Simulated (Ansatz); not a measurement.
The figure comes from a scan of SiC (wurtzite): a phonon pattern at M = (0.5, 0.0, 0.0) is frozen into a 8-atom cell, Q being the largest atomic displacement. Calculation: r2SCAN (plane waves to 500 eV, PAW, scalar-relativistic; Ansatz, a program for electronic structure). k mesh 6×12×7 (Γ-centred), Fermi-Dirac smearing 0.05 eV. E stands for the smeared free energy. SiC was relaxed with its symmetry unable to fall. The PAW data are Ansatz's earlier set. The zero of ΔE is the undisplaced structure.

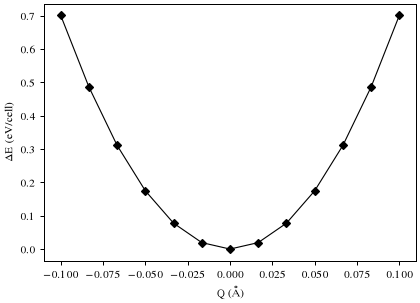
Figure: ΔE (eV/cell) against Q (Å); one marker a computed point.

Q: List the plotted points as numbers.

A: To the nearest 0.01:

```tsv
Q (Å)	ΔE (eV/cell)
-0.100	0.70
-0.083	0.49
-0.067	0.31
-0.050	0.17
-0.033	0.08
-0.017	0.02
0.000	0.00
0.017	0.02
0.033	0.08
0.050	0.17
0.067	0.31
0.083	0.49
0.100	0.70
```

(For displaced atoms, the force is minus the slope of the energy, and its curvature is a force constant, which sets phonon frequencies.)
